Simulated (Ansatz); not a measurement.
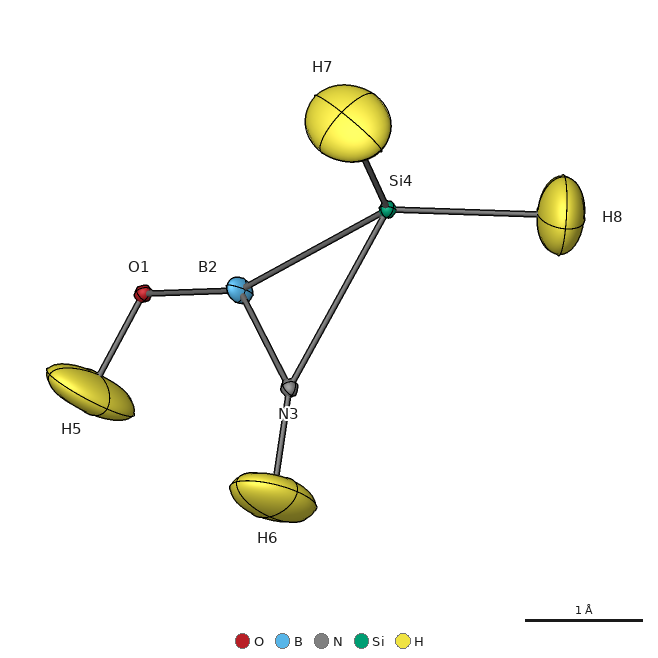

Displacement ellipsoids at the 50 % level, enlarged 1.5 times, from the internal vibrations of the free molecule (harmonic, no overall translation or rotation; no half-axis is drawn under 0.075 Å). Vibrations computed with RKS PBE0-D4/def2-TZVP (Ansatz 0.2.0). Temperature: 200 K.

> Which atom has the largest mean-square displacement?

H5, with U_eq = 0.0217 Å².

> Does H5 move more along its bond or across it?

Across it: the root-mean-square amplitude is 0.072 Å along the bond and up to 0.199 Å across, since bending and torsion are softer than stretching.

Give the displacement parameters, one line for each set of equivalent atoms.

```
  atom  U_eq (Å²)   rms amplitudes (Å)
    O1    0.00092  0.026, 0.028, 0.036
    B2     0.0023  0.033, 0.048, 0.060
    N3     0.0011  0.026, 0.033, 0.039
   Si4    0.00039  0.012, 0.018, 0.027
    H5     0.0217  0.072, 0.143, 0.199
    H6     0.0187  0.076, 0.138, 0.177
H7, H8     0.0204  0.087, 0.146, 0.180
```
